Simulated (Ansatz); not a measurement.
# La: the order of phases, with spin-orbit coupling, part 2 of 2

Which of bcc, hcp is lowest for La, with spin-orbit coupling? Methods of the runs shown: PAW and LAPW.

Ansatz 0.2.0; DFT LDA; a cell built from a prototype (bcc type), not taken from measurement.

### 5 The output, continued: hcp relaxed, PAW files

The log, continued, shortened:

```text
spin=Noncollinear: Kerker preconditioning applied to the charge; magnetization (m_x, m_y, m_z) channels mix plain (no charge-response kernel on spin).
SCF iter   2: F=—  HF=-12162.482393 eV  |F-HF|=—  |Δ(HF+E_count)|=   2.34e-6  Δρ=9.47e-5  dr2=8.87e-6  dr2_m=0.00e0 (ungated)  ethr=4.30e-8  |M|=0.00e0 ∫|m|=0.00e0 μB  |m|>n=0.0e0 m-floor=0.0e0 τ_xc=0.0e0  β_m=0.65  ⟨swp⟩=1.0  Hψ=1260  notcnv=0
[...]
relax step   4: F+E_penalty+E_count = -12162.48239027 eV  Δ(F+E_penalty+E_count) = -3.083e-5 eV  max|allowed force component| = 4.337e-18 eV/Å  Δτ_max = 0.0000 Å  P = -0.012 GPa  Ω = 65.431 Å³  energy of the carried Pulay correction = -1.754e-5 eV  (4 SCF iters, dr2 threshold 9.44e-9 eV, accepted)
[...]
--- Forces (eV/Å), atoms counted from 1 ---
  atom   1  La    -0.00000000     0.00000000    -0.00000000
  atom   2  La     0.00000000    -0.00000000     0.00000000
[...]
--- Stress (GPa, compression-positive) ---
       -0.010988      -0.000000       0.000000
       -0.000000      -0.010988       0.000000
        0.000000       0.000000      -0.010156
  P = ⅓ Tr σ = -0.0107 GPa (-0.107 kbar)
--- Band table (eV; the first three rows and the last of 84) ---
[...]
--- Relaxed structure (4 steps of the walk, 4 accepted, 1 SCFs on fresh bases) ---
  F+E_penalty+E_count = -12162.48241569 eV   max|allowed force component| = 1.041e-17 eV/Å   (the final SCF, on the basis selected at the relaxed cell)
  cell:  # Å, volume = 65.4315 Å³
    - [3.577963208621281, 2.8785048826431525e-11, 0.0]
    - [-1.788981604335569, 3.0986070324577177, 0.0]
    - [0.0, 0.0, 5.90179929855654]
  atoms:
    - { symbol: La, position: [0.3333333333333333, 0.6666666666666666, 0.25000000000000006] }
    - { symbol: La, position: [0.6666666666666667, 0.33333333333333326, 0.7500000000000001] }
```

It took 48 s on 2 threads of Intel Xeon Platinum 8488C (Sapphire Rapids), shared host; peak memory 0.75 GiB.

The steps of the relaxation:

```csv
step,energy from step 1 (eV/cell),largest force component (eV/Å),pressure (GPa),volume (Å³)
1,0.0000,0.0000,0.31,64.82
2,-0.0014,0.0000,0.07,65.33
3,-0.0020,0.0000,-0.05,65.53
4,-0.0020,0.0000,-0.01,65.43
5,-0.0020,0.0000,-0.01,65.43
```

Step 1 is the start. Step 5 repeats the geometry before on a plane-wave basis chosen anew for that cell, so the energy can jump there without any move; the table keeps such jumps.

| input's cell | before | after | change |
| --- | --- | --- | --- |
| a (Å) | 3.588 | 3.578 | -0.3 % |
| b (Å) | 3.588 | 3.578 | -0.3 % |
| c (Å) | 5.813 | 5.902 | +1.5 % |
| volume (Å³/atom) | 32.41 | 32.72 | +0.9 % |

This run gives: pressure -0.01 GPa; no gap.

### 6 Hcp relaxed, LAPW

File input.yaml:

```yaml
crystal:
  lattice:
    - [3.5779632086, 0.0, 0.0]
    - [-1.7889816043, 3.0986070325, 0.0]
    - [0.0, 0.0, 5.9017992986]
  atoms:
    - { symbol: La, position: [0.3333333333, 0.6666666667, 0.25] }
    - { symbol: La, position: [0.6666666667, 0.3333333333, 0.75] }
kpoints:
  mp_grid: { grid: [13, 13, 7] }
scf:
  occupations: { method: fermi_dirac, width: 0.05 }
hamiltonian:
  xc: lda
  pseudopotentials: { kind: all_electron, lapw: { basis_error: 0.0005 } }
output:
  forces: true
  stress: true
  eigenvalues: true
  populations: true
relax:
  f_tol: 0.005
  max_steps: 25
  cell: {}
magnetization:
  noncollinear: true
  spin_orbit: true
```

Started as:

```
$ ansatz run input.yaml --threads 2 --pin off --max-ram 5120MiB --backend cpu --events-out ev --progress --plain --runs-dir out
```

The program printed, shortened:

```text
[...]
La: projections on atomic orbitals take those of the free atom 1s2 2s2 2p6 3s2 3p6 3d10 4s2 4p6 4d10 4f0 5s2 5p6 5d1 6s2, of charge +0.00 (hamiltonian.pseudopotentials.projection_atoms)
LAPW: plane waves up to 6.257 Å⁻¹, error target 5.0e-4 eV per atom; Dirac's equation on spinors; La in spheres of 1.735 Å, 29 of its electrons in bands
[...]
Pseudopotentials: kind: all_electron
Pseudopotential: La, LAPW, valence charge 29, Dirac's equation, gaussian nucleus
Functional definition: SPW92
[...]
non-collinear run that drives no moment, with spin-orbit: no starting moment large enough to seed its density (crystal.atoms[].spin), no starting occupations that ask for one, no magnetisation constraint and no magnetic field, so the semilocal B_xc is pinned to zero
Crystal: 2 atoms, lattice volume = 65.431 Å³
Basis set: ecut = 149.1608838353435 eV, 287 PW (Γ), exchange–correlation at level 2
[...]
--- Stress (GPa, compression-positive) ---
        0.031667       0.000000       0.000000
        0.000000       0.031667       0.000000
        0.000000       0.000000       0.043777
  P = ⅓ Tr σ = 0.0357 GPa (0.357 kbar)
--- Band table (eV; the first three rows and the last of 84) ---
[...]
--- Relaxed structure (1 steps of the walk, 1 accepted, 1 SCFs on fresh bases) ---
  F+E_penalty+E_count = -462098.96479537 eV   max|allowed force component| = 9.483e-17 eV/Å   (the final SCF, on the basis selected at the relaxed cell)
  cell:  # Å, volume = 65.4315 Å³
    - [3.5779632086267426, 0.0, 0.0]
    - [-1.7889816043133713, 3.09860703247684, 0.0]
    - [0.0, 0.0, 5.9017992986]
  atoms:
    - { symbol: La, position: [0.3333333333333333, 0.6666666666666666, 0.24999999999999997] }
    - { symbol: La, position: [0.6666666666666665, 0.3333333333333333, 0.7499999999999999] }
--- Löwdin populations: 2 sites ---
  site symbol       q [e]
     0     La     56.9660
     1     La     56.9660
  spilling = 0.000596 (of n_electrons = 114.000000)
```

Wall time 2.2 min (2 threads of Intel Xeon Platinum 8488C (Sapphire Rapids), shared host); peak memory 1 GiB.

Step by step:

```csv
step,energy from step 1 (eV/cell),largest force component (eV/Å),pressure (GPa),volume (Å³)
1,0.0000,0.0000,0.04,65.43
2,0.0000,0.0000,0.04,65.43
```

Step 1 is the start. Step 2 repeats the geometry before on a plane-wave basis chosen anew for that cell, so the energy can jump there without any move; the table keeps such jumps.

| input's cell | before | after | change |
| --- | --- | --- | --- |
| a (Å) | 3.578 | 3.578 | +0.0 % |
| b (Å) | 3.578 | 3.578 | +0.0 % |
| c (Å) | 5.902 | 5.902 | +0.0 % |
| volume (Å³/atom) | 32.72 | 32.72 | +0.0 % |

This run gives: pressure 0.04 GPa; no gap.

### 7 Side by side

Free energy per atom, from each method's lowest phase:

| method | start | space group, start → end | volume (Å³/atom) | pressure (GPa) | free energy (meV/atom) |
| --- | --- | --- | --- | --- | --- |
| LAPW | bcc | Im-3m → Im-3m | 33.132 | 0.0 | 103.5 |
| LAPW | hcp | P6_3/mmc → P6_3/mmc | 32.716 | 0.0 | 0.0 |
| PAW | bcc | Im-3m → Im-3m | 33.132 | 0.0 | 103.9 |
| PAW | hcp | P6_3/mmc → P6_3/mmc | 32.716 | 0.0 | 0.0 |

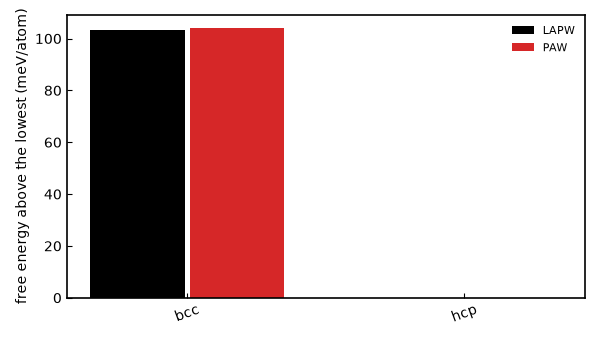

Free energy of each start above the lowest.

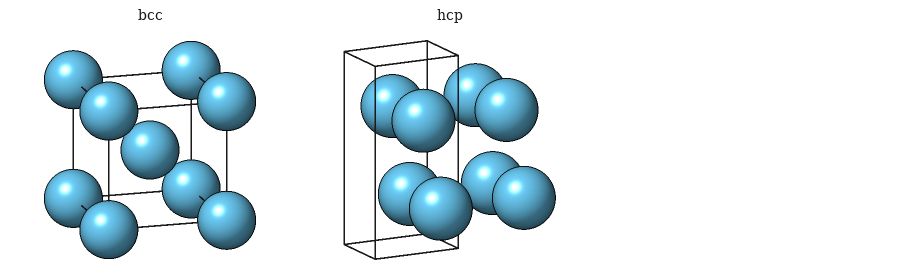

The relaxed phases, each at its own scale.

### 8 What came out

This closing draws on all 2 parts.

```
     quantity                          value
lowest (LAPW)  hcp, 103.5 meV/atom under bcc
 lowest (PAW)  hcp, 103.9 meV/atom under bcc
```

**Reading.** By LAPW the order is hcp < bcc. By PAW the order is hcp < bcc. The methods agree on the lowest phase. Only these structures were tried, with electrons smeared by 0.05 eV and without vibrations, so the true ground state may be another. The k meshes differ between phases and weren't tested, which can move differences by some meV.
